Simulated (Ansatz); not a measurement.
The starting structures come from a database of crystals and need not be the phases stable at ambient conditions.

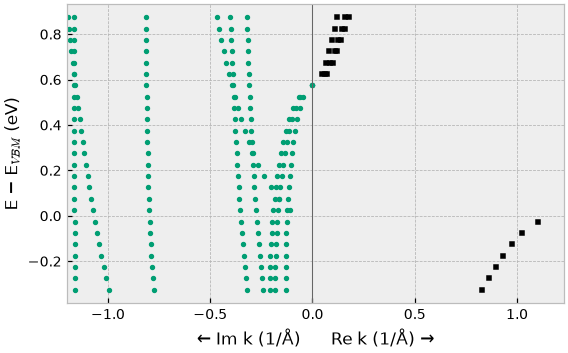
Figure. Complex bands at the centre of the two-dimensional zone; PBEsol run with Ansatz (an electronic-structure program)

The gap is the functional's own, uncorrected, and κ follows it; spin-orbit coupling is left out. Mid-gap means the computed energy nearest the middle.

**Question.** This is WO₃ (Pm-3m, ReO3 type, 4 atoms a cell, 13.8 Å³ an atom) along the normal of (110). Read off the slowest decay at the centre of the two-dimensional zone at 0.28 eV, the computed energy nearest the middle of the gap.

**Answer.** κ ≈ 0.10 1/Å, a decay length 1/(2κ) of the density of 5.0 Å.
